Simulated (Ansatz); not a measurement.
**Fields on a plane of YCl3 (space group C2/m)**

```yaml
crystal:
  lattice:
    - [3.42684, -5.91395, 0.00000]
    - [3.42684, 5.91395, 0.00000]
    - [-2.26569, 0.00000, 5.91321]
  atoms:
    - { symbol: Y, position: [0.16632, 0.83368, 0.00000] }
    - { symbol: Y, position: [0.83368, 0.16632, 0.00000] }
    - { symbol: Cl, position: [0.93722, 0.58114, 0.24502] }
    - { symbol: Cl, position: [0.06278, 0.41886, 0.75498] }
    - { symbol: Cl, position: [0.41886, 0.06278, 0.75498] }
    - { symbol: Cl, position: [0.58114, 0.93722, 0.24502] }
    - { symbol: Cl, position: [0.78002, 0.78002, 0.74737] }
    - { symbol: Cl, position: [0.21998, 0.21998, 0.25263] }
```

The slice is a (001) plane (indices of the conventional cell) through the point (0.780, 0.780, 0.747) (fractional), spanned by u = [110] and v = [1 -1 0] in vectors of this cell: u (6.85 Å) and v (11.83 Å, at 90° to u). It covers one period; positions are fractions (u, v).

Atoms on it: Cl at (0.46, 0.82); Cl at (0.96, 0.32); Cl at (0.46, 0.18); Cl at (0.96, 0.68); Cl at (0.00, 0.00); Cl at (0.50, 0.50).

Level of theory: r2SCAN+rVV10 (plane waves to 500 eV, PAW, scalar-relativistic; Ansatz, a first-principles code). k mesh 6×6×6. These are valence fields of a PAW run, semicore shells included where kept as valence: close to a nucleus they are smooth pseudo fields. YCl3 is run without spin polarisation. YCl3 was relaxed with its symmetry unable to fall.

| v \ u | 0.00 | 0.11 | 0.21 | 0.32 | 0.42 | 0.53 | 0.63 | 0.74 | 0.84 | 0.95 |
|---|---|---|---|---|---|---|---|---|---|---|
| 0.88 | -1.0 | -1.1 | -1.2 | -0.5 | 0.2 | 0.0 | -0.9 | -1.9 | -1.6 | -1.1 |
| 0.75 | -0.1 | -0.7 | -1.3 | -0.7 | -0.1 | -0.2 | -0.9 | -1.3 | -0.5 | 0.0 |
| 0.62 | 0.2 | -0.6 | -1.7 | -1.8 | -1.2 | -0.9 | -1.2 | -1.1 | -0.3 | 0.2 |
| 0.50 | -1.9 | -2.2 | -1.9 | -0.7 | 0.3 | -0.6 | -0.1 | -1.2 | -1.9 | -1.9 |
| 0.38 | 0.2 | -0.6 | -1.7 | -1.8 | -1.2 | -0.9 | -1.2 | -1.1 | -0.3 | 0.2 |
| 0.25 | -0.1 | -0.7 | -1.3 | -0.7 | -0.1 | -0.2 | -0.9 | -1.3 | -0.5 | 0.0 |
| 0.12 | -1.0 | -1.1 | -1.2 | -0.5 | 0.2 | 0.0 | -0.9 | -1.9 | -1.6 | -1.1 |
| 0.00 | -3.0 | 0.1 | -1.0 | -1.8 | -1.9 | -2.0 | -2.3 | -1.7 | -0.4 | 0.1 |

Values: log₁₀ of the valence density in e/Å³. The scale is logarithmic, as a density can span decades between atoms and voids; values under 0.001 e/Å³ are set to 0.001.

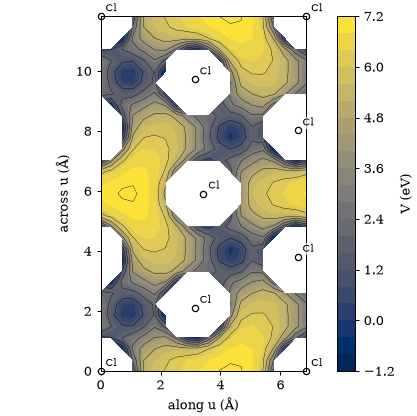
*Electrostatic potential energy of an electron, from the cell's mean, in eV, one period of the plane, atoms marked. Points within 1 Å of a nucleus are left white, as the pseudised field means little there. Values under -1 eV are set to -1. The zero, the cell's mean, hangs on the PAW cores.*
